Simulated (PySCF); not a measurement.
**C2H6Si (SMILES [H][Si]([H])([H])C=C) at PBE/aug-cc-pVDZ**

Aim: the vertical ionisation energy of C2H6Si at PBE/aug-cc-pVDZ, from 2 runs. Input form: a Python script.

Program for the calculation: PySCF 2.14.0.

### Step 1. Starting point

C2H6Si: 9 atoms, total charge 0, spin state singlet. As SMILES, `[H][Si]([H])([H])C=C`. The coordinates come from a GFN2-xTB relaxation.

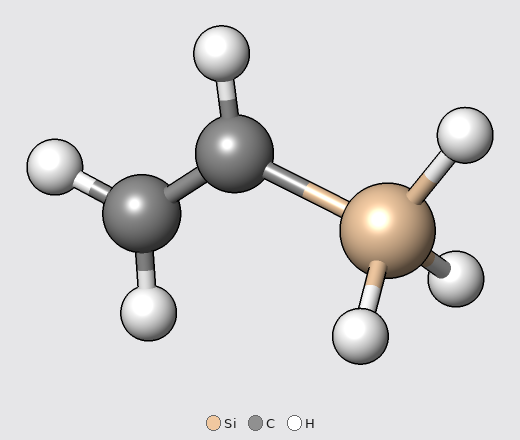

The structure, seen from a chosen angle (silicon light orange, carbon grey, hydrogen white).

### Step 2. A single-point energy at PBE/aug-cc-pVDZ

calc.py

```python
from pyscf import gto, dft

mol = gto.M(
    atom='''
Si  -0.176760   0.316070  -1.261420
C   -0.191950   0.308490   0.622900
C    0.365850  -0.631300   1.369960
H   -0.690650   1.127900   1.127610
H    0.875990  -1.474390   0.930930
H    0.342230  -0.611560   2.450050
H    1.205630   0.321280  -1.746530
H   -0.869240   1.519950  -1.725950
H   -0.861100  -0.876430  -1.767560
''',
    basis='aug-cc-pvdz',
    charge=0,
    max_memory=1860,
    verbose=3,
)

mf = dft.RKS(mol)
mf.xc = 'pbe'
mf.grids.level = 7
mf.conv_tol = 1e-10
mf.kernel()
if not mf.converged:
    mf = mf.newton().run(mf.mo_coeff, mf.mo_occ)

e_final = mf.e_tot
print('E(%s) = %.9f' % ('PBE', e_final))
```

Run with:

```sh
OMP_NUM_THREADS=1 python calc.py
```

The program printed:

```text
converged SCF energy = -369.006025444456
E(PBE) = -369.006025444
```

Wall time 58 s (1 thread of Arm Neoverse V1, shared host); peak memory 0.73 GiB.

### Step 3. The doublet cation

input.xyz

```xyz
9

Si    -0.176760     0.316070    -1.261420
C     -0.191950     0.308490     0.622900
C      0.365850    -0.631300     1.369960
H     -0.690650     1.127900     1.127610
H      0.875990    -1.474390     0.930930
H      0.342230    -0.611560     2.450050
H      1.205630     0.321280    -1.746530
H     -0.869240     1.519950    -1.725950
H     -0.861100    -0.876430    -1.767560
```

calc.py

```python
from pyscf import gto, dft

mol = gto.M(
    atom='input.xyz',
    max_memory=1860,
    spin=1,
    charge=1,
    verbose=3,
    basis='aug-cc-pvdz',
)

mf = dft.UKS(mol, xc='pbe')
mf.grids.level = 7
mf.conv_tol = 1e-10
mf.kernel()
if not mf.converged:
    mf = mf.newton().run(mf.mo_coeff, mf.mo_occ)

e_tot = mf.e_tot
print('E(%s) = %.9f' % ('PBE', e_tot))
```

Run with:

```sh
OMP_NUM_THREADS=1 python calc.py
```

The program printed:

```text
WARN: HOMO -0.322332036762283 >= LUMO -0.322332036762282

converged SCF energy = -368.63821267611  <S^2> = 0.75281187  2S+1 = 2.0028099
E(PBE) = -368.638212676
```

It took 1.9 min on 1 thread of Arm Neoverse V1, shared host; peak memory 0.76 GiB.

### Step 4. What came out

At PBE/aug-cc-pVDZ:

| quantity | value |
| --- | --- |
| singlet C2H6Si: total energy | -369.00603 Eh |
| singlet C2H6Si: dipole moment | 0.55 D |
| singlet C2H6Si: HOMO energy | -6.81 eV |
| singlet C2H6Si: LUMO energy | -1.59 eV |
| singlet C2H6Si: HOMO–LUMO gap | 5.22 eV |
| doublet cation: total energy | -368.63821 Eh |
| doublet cation: HOMO energy (highest over α and β) | -13.79 eV |
| doublet cation: LUMO energy (lowest over α and β) | -13.15 eV |
| doublet cation: ⟨S²⟩ | 0.753 |
| vertical ionisation energy (to the doublet cation) | 10.009 eV |

Removing an electron at fixed nuclei costs 10.01 eV (231 kcal/mol). The negative HOMO energy of the first species, 6.81 eV, lies 3.20 eV below that difference. Mulliken charges (doublet cation) run from -0.66 on Si1 to +0.91 on C3; in a basis this large or diffuse they mean little.
